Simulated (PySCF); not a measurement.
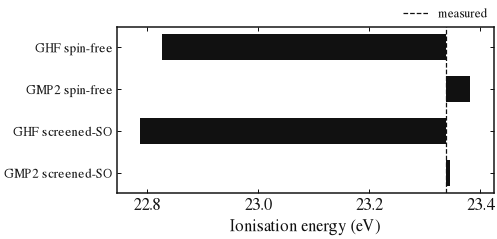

The ionisation energy of S⁺ ([Ne] 3s² (3p₁/₂)² 3p₃/₂ → [Ne] 3s² (3p₁/₂)²) across levels of theory. PySCF, x2c-QZVPPall-2c, two-component X2C-1e. 10 core electrons frozen.

> Which methods come out highest, lowest and best?

The values run from 22.788 eV (GHF screened-SO) to 23.382 eV (GMP2 spin-free). The measured value is 23.338 eV; nearest to it come GMP2 screened-SO (+0.007) and GMP2 spin-free (+0.044), furthest GHF screened-SO (−0.550 eV).

| Method | Ionisation energy (eV) |
| --- | --- |
| GHF spin-free | 22.826 |
| GMP2 spin-free | 23.382 |
| GHF screened-SO | 22.788 |
| GMP2 screened-SO | 23.344 |

Note: determinant is not a pure J level; determinant is not a pure J level.
